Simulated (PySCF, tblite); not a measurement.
**CH₇AlNO₃Si radical, a small gas-phase stand-in for a defect centre (Si site with back bonds C, O[Al](O)O, N): EPR parameters**

Aim: the EPR parameters of `C[Si](N)[O][Al]([OH])[OH]`. It is drawn as: dangling bond.

Computed with tblite 0.8.0 and PySCF 2.14.0; each step states its level. No surroundings beyond the atoms listed, unless a continuum is named. Atoms count from 0, parts from 1.

## Step 1: The system as given

14 atoms, charge 0, multiplicity 2; geometry: distance geometry start.

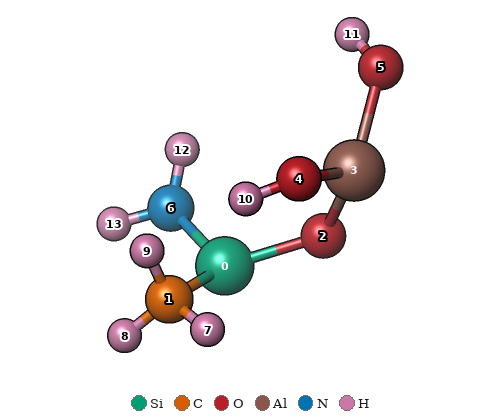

The starting geometry (silicon teal, carbon orange, oxygen red, aluminium brown, nitrogen blue, hydrogen pink), atoms numbered.

## Step 2: Relaxing the cluster with GFN2-xTB

Job settings and geometry (Å):

```
{"job": {"kind": "relax", "xc": "GFN2-xTB", "basis": "xTB"}, "charge": 0, "multiplicity": 2}
Si     0.329898    -0.857083     1.430847
C     -1.441801    -0.449284     1.579441
O      1.487209     0.435629     1.858342
Al     1.350290     2.197772     1.282786
O     -0.362741     2.884348     1.078503
O      2.587861     2.704252    -0.053298
N      0.796823    -1.899705     0.009325
H     -1.578121     0.196365     2.410240
H     -1.995098    -1.307776     1.704969
H     -1.754385     0.067973     0.722674
H     -1.163791     2.346429     0.925580
H      2.790225     2.240243    -0.835119
H      1.289101    -1.442160    -0.759011
H      0.114249    -2.606759    -0.255972
```

Method: GFN2-xTB geometry optimisation, gas phase.

Run with:

```
$ OMP_NUM_THREADS=1 python cluster_run.py task.json out
```

One launch serves the whole session: the jobs run in the order shown.

**Question.** The jobs that follow are: PBE0-D3(BJ)/def2-SVP geometry optimisation, gas phase; UKS B3LYP, IGLO-III on Al C N O Si, pcH-1 on H, non-relativistic, mean-field spin-orbit, GIAO; UKS BHandHLYP, IGLO-III on Al C N O Si, pcH-1 on H, non-relativistic, mean-field spin-orbit, GIAO. Predict: point group; rotational constants (main isotopes); g(iso) (B3LYP); ⟨S²⟩; largest a(iso); potential on the surface of density 0.002 e/bohr³, 1st and 99th percentile.

**Answer**, as computed:

| quantity | value |
| --- | --- |
| point group | C1 |
| rotational constants (main isotopes) | 3.04, 0.98, 0.81 GHz |
| g(iso) (B3LYP) | 2.00168 |
| ⟨S²⟩ | 0.752 (exact 0.75) |
| largest a(iso) | 29Si on Si0, -685.7 MHz |
| potential on the surface of density 0.002 e/bohr³, 1st and 99th percentile | -1.37 V and 2.84 V |

**Reading.** The start of the PBE0/def2-SVP relaxation was shaken at random by about 0.01 Å, so part of the energy gained, and of the first lengths quoted, undoes that. Over 22 steps the energy fell by 0.245 eV; of the close pairs, Al3–O5 changed most, 1.632 to 1.696 Å (PBE0/def2-SVP). No frequency check was run at this level, so the end point may be a saddle. Most of the unpaired spin sits on Si0 (0.78 e). The isotropic g lies 0.6 ppt below the free-electron value. The coupling of 29Si on Si0 runs from -717.8 (BHandHLYP/IGLO-III+pcH-1) to -685.7 MHz (B3LYP/IGLO-III+pcH-1). A capped cluster stands for the solid here, so long-range fields and strain are missing, and bands or shifts of the capping hydrogens have no counterpart in it.
